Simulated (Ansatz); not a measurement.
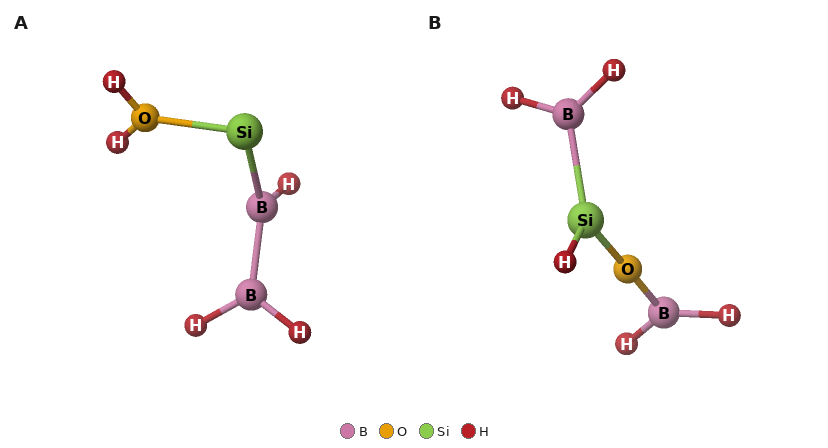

2 stationary structures of one formula. Charge +1, singlet. Geometries: PBE-D4/def2-SVP. Electronic energies: PBE-D4/def2-SVP (Ansatz 0.2.0), without zero-point energy. No frequency run is at hand to confirm each as a minimum. Each is one conformer, not always the lowest.

**Which is lowest in energy, and by how much?**

B is lowest; A lies 46.1 kcal/mol above it.
